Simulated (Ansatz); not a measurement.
**C2H5FOSi (SMILES FC1CO[SiH2]1): HF/STO-3G**

Aim: the vertical ionisation energy of C2H5FOSi at HF/STO-3G, from 2 runs. 

The results are computed with Ansatz 0.2.0.

92 further runs of the same task are left out: 92 set aside as unsound or not needed.

## Step 1: The structure to begin with

The species is C2H5FOSi (10 atoms), meant as a singlet with charge 0. As SMILES, `FC1CO[SiH2]1`. Geometry: relaxed at PBE0-D4/def2-TZVP.

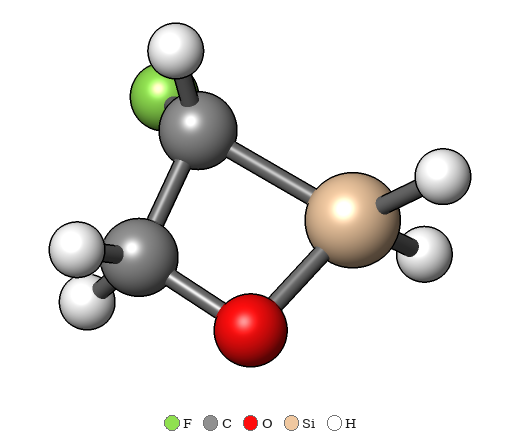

The structure, seen from a chosen angle (fluorine green, carbon grey, oxygen red, silicon light orange, hydrogen white).

## Step 2: A single-point energy at HF/STO-3G

The input, job.yaml:

```yaml
crystal:
  periodic: [false, false, false]
  atoms:
    - {symbol: F, position_ang: [-1.820400, -0.327800, -0.810900]}
    - {symbol: C, position_ang: [-0.876100, -0.083100, 0.166900]}
    - {symbol: C, position_ang: [0.290700, -1.089800, 0.153300]}
    - {symbol: O, position_ang: [1.429900, -0.216400, -0.011900]}
    - {symbol: Si, position_ang: [0.510300, 1.162100, -0.206800]}
    - {symbol: H, position_ang: [-1.390500, -0.023800, 1.127800]}
    - {symbol: H, position_ang: [0.197300, -1.773400, -0.695500]}
    - {symbol: H, position_ang: [0.400800, -1.665100, 1.076000]}
    - {symbol: H, position_ang: [0.820800, 2.228700, 0.780400]}
    - {symbol: H, position_ang: [0.520200, 1.737300, -1.576300]}
basis:
  gaussian: {orbitals: STO-3G}
hamiltonian: {xc: hf}
accuracy: high
output: {orbitals: {seedname: orbitals}}
```

The run is started by

```
$ ansatz run job.yaml --threads 1 --pin off --max-ram 3480MiB --events-out events.jsonl --progress --plain --runs-dir runs
```

The program printed:

```text
Warning: RAYON_NUM_THREADS=1 ignored (pool sized by the plan → 1); use --threads N
Functional definition: HF
  name "HF"
  exchange = exact_x
  correlation = 0
745 factors; integrals over basis functions are off by at most 3.1e-8 eV
mean field evaluation 1: about -14559.6724 eV, gradient 3.1e1 eV
mean field evaluation 2: about -14559.9064 eV, gradient 3.1e1 eV
mean field evaluation 4: about -14563.5631 eV, gradient 2.1e0 eV
mean field evaluation 8: about -14563.5857 eV, gradient 3.1e-5 eV
mean field -14563.58569547 eV, -535.2019027554 hartree, gradient 7.3e-9 eV, S^2 0.000000; 0 other end points of the search recorded, 0 dependent functions left out
reference -14563.58569547 eV, -535.2019027554 hartree; 24, 24 occupied and 10, 10 virtual orbitals, 745 factors
Total energy: -14563.58569547 eV, -535.2019027554 hartree
```

It took 0.18 s on 1 thread of AMD EPYC 9R45 (Zen 5), shared host.

## Step 3: The doublet cation, same level

The input, input.yaml:

```yaml
crystal:
  periodic: [false, false, false]
  atoms:
    - {symbol: F, position_ang: [-1.820400, -0.327800, -0.810900]}
    - {symbol: C, position_ang: [-0.876100, -0.083100, 0.166900]}
    - {symbol: C, position_ang: [0.290700, -1.089800, 0.153300]}
    - {symbol: O, position_ang: [1.429900, -0.216400, -0.011900]}
    - {symbol: Si, position_ang: [0.510300, 1.162100, -0.206800]}
    - {symbol: H, position_ang: [-1.390500, -0.023800, 1.127800]}
    - {symbol: H, position_ang: [0.197300, -1.773400, -0.695500]}
    - {symbol: H, position_ang: [0.400800, -1.665100, 1.076000]}
    - {symbol: H, position_ang: [0.820800, 2.228700, 0.780400]}
    - {symbol: H, position_ang: [0.520200, 1.737300, -1.576300]}
basis:
  gaussian: {orbitals: STO-3G}
total_charge: 1
magnetization: {spin_polarized: true, initial_magnetization: 1}
hamiltonian: {xc: hf}
accuracy: high
output: {orbitals: {seedname: orbitals}}
```

The run is started by

```
$ ansatz run input.yaml --threads 1 --pin off --max-ram 3480MiB --events-out events.jsonl --progress --plain --runs-dir runs
```

The program printed, shortened:

```text
Warning: RAYON_NUM_THREADS=1 ignored (pool sized by the plan → 1); use --threads N
Functional definition: HF
  name "HF"
[...]
743 factors; integrals over basis functions are off by at most 3.1e-8 eV
[...]
mean field -14557.71897103 eV, -534.9863046090 hartree, gradient 3.0e-8 eV, S^2 0.758705; 1 other end points of the search recorded, 0 dependent functions left out
reference -14557.71897103 eV, -534.9863046090 hartree; 24, 23 occupied and 10, 11 virtual orbitals, 743 factors
Total energy: -14557.71897103 eV, -534.9863046090 hartree
```

Run time: 0.56 s. Hardware: 1 thread of AMD EPYC 9R45 (Zen 5), shared host.

## Step 4: Results

At HF/STO-3G:

```
                                          quantity          value
                    singlet C2H5FOSi: total energy  -535.20190 Eh
                     singlet C2H5FOSi: HOMO energy       -8.71 eV
                     singlet C2H5FOSi: LUMO energy       10.56 eV
                   singlet C2H5FOSi: HOMO–LUMO gap       19.26 eV
                      doublet cation: total energy  -534.98630 Eh
doublet cation: HOMO energy (highest over α and β)      -15.38 eV
 doublet cation: LUMO energy (lowest over α and β)       -2.84 eV
                              doublet cation: ⟨S²⟩          0.759
vertical ionisation energy (to the doublet cation)       5.867 eV
```

Removing an electron at fixed nuclei costs 5.87 eV (135 kcal/mol). −ε(HOMO) before ionisation, 8.71 eV, is 2.84 eV above this ionisation energy. In a minimal basis such a difference can be off by several eV, whatever the method.
